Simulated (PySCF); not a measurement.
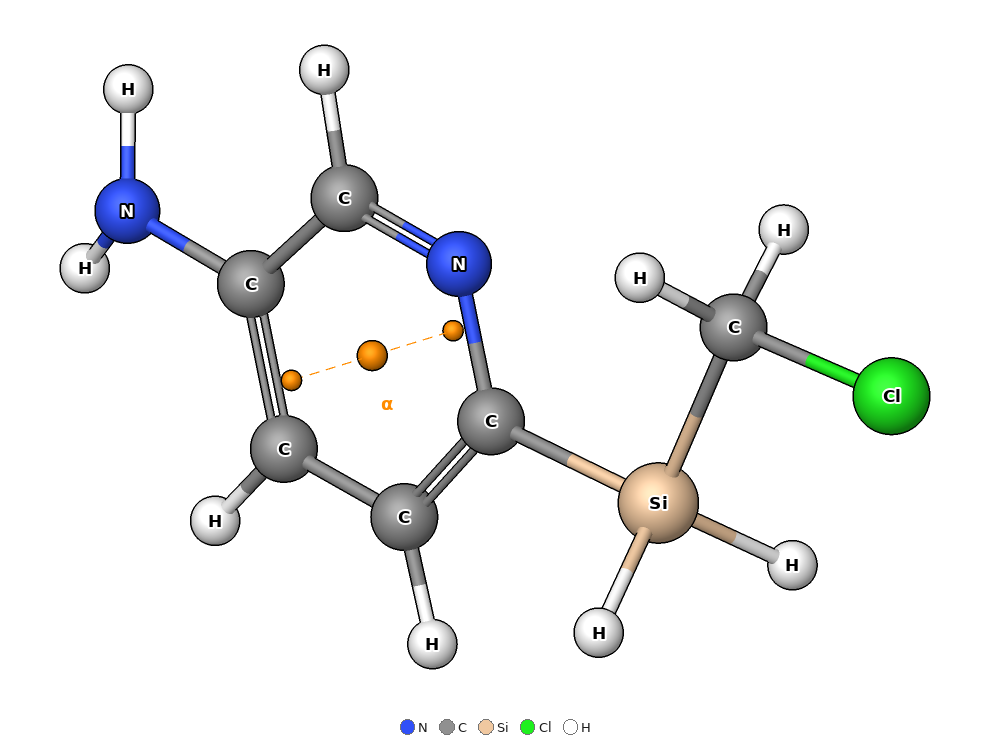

The small points mark where nucleus-independent chemical shifts (NICS) were computed: at the centre of each lettered ring and 1 Å above and below it. The computed structure is the end point of a GFN2-xTB optimisation. No frequency run is at hand to confirm it as a minimum. Method: GIAO PBE0/pcSseg-1 NMR shielding, non-relativistic, gas phase (PySCF 2.14.0).

Give NICS(0), NICS(1) and the out-of-plane component NICS(1)zz for each ring (means of the two sides).

```json
{"ring": "α", "members": "C5N", "NICS(0)": "−6.6", "NICS(1)": "−10.1", "NICS(1)zz": "−24.4"}
```

Values in ppm.

Question. What do the values say about the ring currents?

Answer. Ring α: diatropic, as in an aromatic ring. NICS is one index among several.

The geometry is semi-empirical. Around Si such bond lengths and angles can be off by a tenth of an ångström or more and by several degrees, and values that hang on the shape move with them.
